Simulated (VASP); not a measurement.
Band structure of MgI₂ (1T layered). Method: PBE GGA with D3 dispersion (Becke-Johnson damping), VASP's PBE PAW potentials (set 64) (plane waves; VASP).

Unless said otherwise, spin-orbit coupling is left out, though it shifts the bands of the heavy elements here.

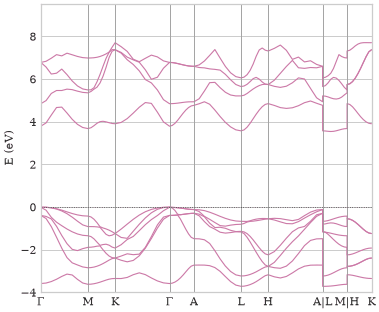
Figure: Bands along high-symmetry lines, zero at the valence-band maximum or, without a gap, the Fermi level

### Question
Read the plot: is there a gap, and where are the band edges?

### Answer
The gap is indirect, 3.54 eV, from the valence maximum at Γ to the conduction minimum at L-M at 0.33. (Edges off the drawn lines would not show.)

The compound is MgI2 in the 1T layered structure. It was relaxed first.
